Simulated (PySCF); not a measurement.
## Run report: C$_{2}$H$_{3}$F$_{3}$, geometry relaxation

System: C$_{2}$H$_{3}$F$_{3}$ (1,1,1-trifluoroethane), SMILES CC(F)(F)F.
Method: PBE0-D3(BJ)/def2-SVP geometry optimisation, gas phase (PySCF 2.14.0).

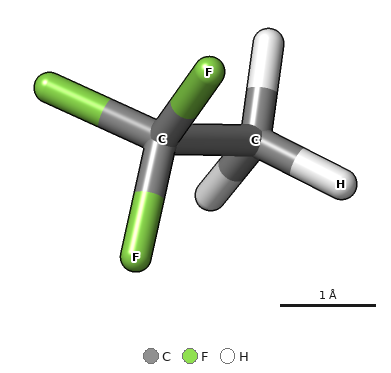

*The input geometry (stick view, seen at a tilt).*

Bond lengths as drawn: C–C 1.53 Å, C–F 1.32 to 1.35 Å and C–H 1.06 to 1.10 Å.

Key numbers:

| quantity | value |
| --- | --- |
| outcome | converged |
| total energy | −376.908918 hartree |
| dipole moment | 2.17 D |
| point group | C3v |
| hardware | 1 CPU thread, shared host |
| wall time | 18 s |
| peak memory | 0.37 GiB |

Input:
```
{"job": {"xc": "PBE0", "basis": "def2-SVP", "d3": "d3bj", "grid": 1, "shake": 0.01, "kind": "geom"}, "charge": 0, "multiplicity": 1}
C      0.829530    -0.063710    -0.074490
C     -0.696100     0.030530     0.059710
F     -1.344460    -0.240330    -1.097700
F     -1.127710    -0.832040     0.966030
F     -1.111990     1.244150     0.435800
H      1.262720     0.191200     0.878830
H      1.140730     0.685780    -0.820410
H      1.102410    -1.034710    -0.400230
```

The first line tells a small driver script what to run in PySCF; the rest is the geometry in Å.

Run as:
```bash
OMP_NUM_THREADS=1 python <driver script> task.json out
```

Output:
```
step   0  E = -376.90617478  max force = 0.035085
step   1  E = -376.90615399  max force = 0.011488
step   2  E = -376.90843400  max force = 0.005859
step   3  E = -376.90879848  max force = 0.002388
step   4  E = -376.90885596  max force = 0.001061
step   5  E = -376.90888351  max force = 0.000460
step   6  E = -376.90890516  max force = 0.001236
step   7  E = -376.90891600  max force = 0.001119
step   8  E = -376.90891766  max force = 0.000438
optimisation converged
```

Trajectory as extended XYZ (Å, eV, eV/Å), 9 frames, from step=0 to step=8:
```
8
Properties=species:S:1:pos:R:3:forces:R:3 step=0 energy=-10256.13941
C     0.8295   -0.0637   -0.0745   -1.8042   1.7886  -0.5036
C    -0.6961    0.0305    0.0597    0.4267   0.0004  -0.6462
F    -1.3445   -0.2403   -1.0977    0.5198  -0.0102   0.4316
F    -1.1277   -0.8320    0.9660   -0.2464  -0.3634   0.3086
F    -1.1120    1.2442    0.4358    0.3030   0.0141   0.0338
H     1.2627    0.1912    0.8788    0.3535   0.0171   0.6186
H     1.1407    0.6858   -0.8204    0.0732  -0.1507   0.0787
H     1.1024   -1.0347   -0.4002    0.3744  -1.2959  -0.3214
8
Properties=species:S:1:pos:R:3:forces:R:3 step=1 energy=-10256.13885
C     0.6936    0.1127    0.3685    0.4066  -0.2887  -0.2133
C    -0.6403   -0.0698   -0.2968    0.5907   0.0333   0.4581
F    -0.4178   -0.6149   -1.4920   -0.3134  -0.0401  -0.5307
F    -1.4133   -0.9104    0.3881   -0.3176  -0.0281   0.0982
F    -1.3129    1.0663   -0.4743   -0.0850  -0.0075   0.0082
H     0.6787    0.4269    1.4238   -0.3013  -0.1209  -0.1722
H     1.2725    0.8390   -0.2133    0.0267   0.1121  -0.0110
H     1.1930   -0.8694    0.2467   -0.0067   0.3399   0.3626
8
Properties=species:S:1:pos:R:3:forces:R:3 step=2 energy=-10256.20089
C     0.7150    0.1033    0.3533    0.0319  -0.1625  -0.3013
C    -0.6253   -0.0864   -0.3051   -0.0189   0.0083  -0.0799
F    -0.4888   -0.6112   -1.5313    0.0644  -0.0470   0.0714
F    -1.4207   -0.9022    0.3921    0.1100  -0.1453   0.0886
F    -1.2922    1.0580   -0.4527    0.0298   0.2818   0.0626
H     0.6146    0.4264    1.3954   -0.1172   0.0157   0.0156
H     1.2966    0.8463   -0.2099   -0.0720   0.0141   0.0252
H     1.2543   -0.8537    0.3089   -0.0279   0.0350   0.1179
8
Properties=species:S:1:pos:R:3:forces:R:3 step=3 energy=-10256.21081
C     0.7159    0.0953    0.3388    0.0718   0.0299  -0.0512
C    -0.6204   -0.0877   -0.3101    0.0591  -0.0847  -0.1023
F    -0.5019   -0.6097   -1.5402   -0.0692   0.0745   0.1228
F    -1.3986   -0.9109    0.4018   -0.0146   0.0239  -0.0636
F    -1.2696    1.0751   -0.4303   -0.0422  -0.0441  -0.0064
H     0.5695    0.4268    1.3726    0.0324   0.0619   0.0518
H     1.2940    0.8452   -0.2170   -0.0175  -0.0034   0.0314
H     1.2646   -0.8537    0.3350   -0.0198  -0.0580   0.0175
8
Properties=species:S:1:pos:R:3:forces:R:3 step=4 energy=-10256.21237
C     0.7178    0.0959    0.3395    0.0081   0.0003  -0.0067
C    -0.6199   -0.0877   -0.3107    0.0012  -0.0480  -0.0546
F    -0.5046   -0.6052   -1.5402    0.0022   0.0374   0.0217
F    -1.3984   -0.9148    0.3953   -0.0050  -0.0019   0.0115
F    -1.2752    1.0719   -0.4287   -0.0092   0.0023   0.0161
H     0.5761    0.4351    1.3732    0.0127   0.0264  -0.0019
H     1.2971    0.8428   -0.2175    0.0048  -0.0003  -0.0011
H     1.2605   -0.8576    0.3398   -0.0149  -0.0163   0.0149
8
Properties=species:S:1:pos:R:3:forces:R:3 step=5 energy=-10256.21312
C     0.7185    0.0959    0.3391   -0.0212  -0.0147   0.0207
C    -0.6198   -0.0891   -0.3116   -0.0076   0.0213   0.0160
F    -0.5042   -0.5963   -1.5434    0.0116  -0.0063  -0.0227
F    -1.3961   -0.9215    0.3906    0.0098  -0.0175   0.0071
F    -1.2797    1.0691   -0.4216   -0.0023   0.0186   0.0147
H     0.5795    0.4470    1.3700   -0.0029   0.0015  -0.0237
H     1.3010    0.8371   -0.2218    0.0132  -0.0120  -0.0211
H     1.2544   -0.8619    0.3494   -0.0007   0.0091   0.0088
8
Properties=species:S:1:pos:R:3:forces:R:3 step=6 energy=-10256.21371
C     0.7189    0.0955    0.3386   -0.0355   0.0012   0.0302
C    -0.6196   -0.0893   -0.3123   -0.0208   0.0474   0.0624
F    -0.5036   -0.5830   -1.5482    0.0147  -0.0236  -0.0635
F    -1.3907   -0.9328    0.3829    0.0085  -0.0138   0.0115
F    -1.2865    1.0669   -0.4089    0.0185   0.0022   0.0112
H     0.5808    0.4641    1.3636   -0.0087  -0.0110  -0.0220
H     1.3074    0.8255   -0.2307    0.0168  -0.0202  -0.0263
H     1.2469   -0.8665    0.3657    0.0065   0.0178  -0.0035
8
Properties=species:S:1:pos:R:3:forces:R:3 step=7 energy=-10256.21401
C     0.7183    0.0956    0.3388   -0.0174   0.0041   0.0176
C    -0.6198   -0.0895   -0.3121   -0.0181   0.0458   0.0575
F    -0.5017   -0.5699   -1.5533    0.0015  -0.0259  -0.0464
F    -1.3857   -0.9441    0.3758    0.0085  -0.0020  -0.0008
F    -1.2918    1.0649   -0.3959    0.0149  -0.0061   0.0039
H     0.5810    0.4803    1.3576   -0.0078  -0.0115  -0.0104
H     1.3134    0.8122   -0.2410    0.0090  -0.0159  -0.0162
H     1.2399   -0.8691    0.3807    0.0094   0.0113  -0.0053
8
Properties=species:S:1:pos:R:3:forces:R:3 step=8 energy=-10256.21405
C     0.7178    0.0958    0.3393   -0.0017   0.0032  -0.0005
C    -0.6200   -0.0890   -0.3114   -0.0088   0.0140   0.0225
F    -0.5008   -0.5654   -1.5552   -0.0056  -0.0091  -0.0165
F    -1.3839   -0.9481    0.3729    0.0024   0.0043   0.0022
F    -1.2938    1.0643   -0.3910    0.0108  -0.0060   0.0000
H     0.5804    0.4857    1.3558   -0.0019  -0.0036  -0.0010
H     1.3156    0.8062   -0.2455    0.0022  -0.0049  -0.0040
H     1.2382   -0.8691    0.3859    0.0026   0.0020  -0.0027
```

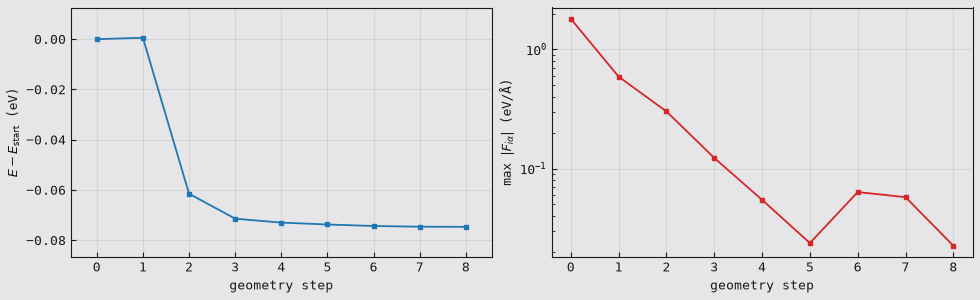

*Progress of the relaxation, step by step (steps are counted from 0).*

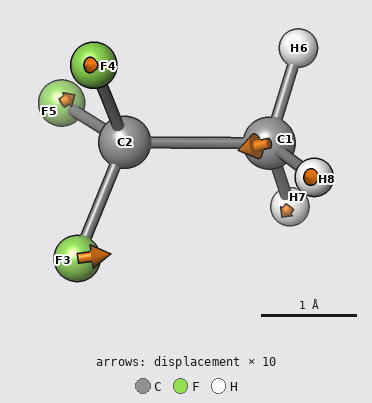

*The starting structure with the displacements as orange arrows, magnified 10 times (ball-and-stick view, seen on its broad side). The two geometries are laid on each other by the best rigid fit.*

The largest move after the best rigid fit is that of C1, 0.040 Å. By element the largest moves are C 0.040 Å, F 0.037 Å, H 0.018 Å. Distances before and after: C1–H8 1.060 → 1.097 Å, C1–C2 1.534 → 1.499 Å, C1–H6 1.078 → 1.097 Å, C2–F3 1.354 → 1.337 Å. Among the angles that change: H6–C1–H8 112.6° → 109.4°, C2–C1–H7 107.3° → 109.6°. Over 8 geometry steps the energy falls by 0.075 eV. Largest force component: 1.8 eV/Å at the start, 0.022 eV/Å at the end. (Atoms are counted from 1 in the order of the input.)
